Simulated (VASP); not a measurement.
Band structure of VO$_{2}$ (relaxed from the rutile structure, space group P4_2/mnm). Level of theory: PBE GGA, VASP's PBE PAW potentials (set 64) (plane waves; VASP).

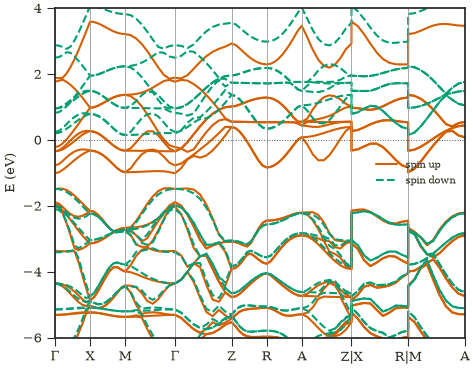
Figure. Bands along high-symmetry lines, zero at the valence-band maximum or, without a gap, the Fermi level

Read the plot: is there a gap, and where are the band edges?

It has no gap at this level: it comes out as a metal or semimetal. (Edges off the drawn lines would not show.)

The structure was generated: VO2 was put into the rutile type (P4_2/mnm), which need not be its known phase. It was relaxed first.
